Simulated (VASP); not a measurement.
Energy against volume of NiSi$_{2}$ (fluorite). Calculation: optB88-vdW, VASP's PBE PAW potentials (set 64) (plane waves; VASP).

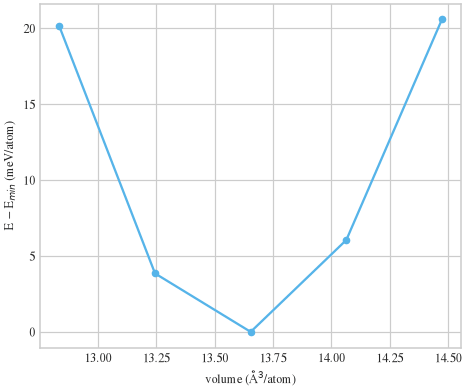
Fig. 1. Energy against volume

Q: Estimate the equilibrium volume and the bulk modulus.

A: The minimum lies near 13.6 Å³/atom, and the curvature gives B0 of about 130 GPa.

Measured: a 5.406 Å (computed value off by +1.1 %), as given by Wikipedia, Nickel silicide. The calculation is for a static lattice, while the measured a holds thermal and zero-point effects, which are part of the difference.

The compound is NiSi2 in the fluorite structure. It was relaxed first. The run is not spin-polarised, so no magnetic state was tried.
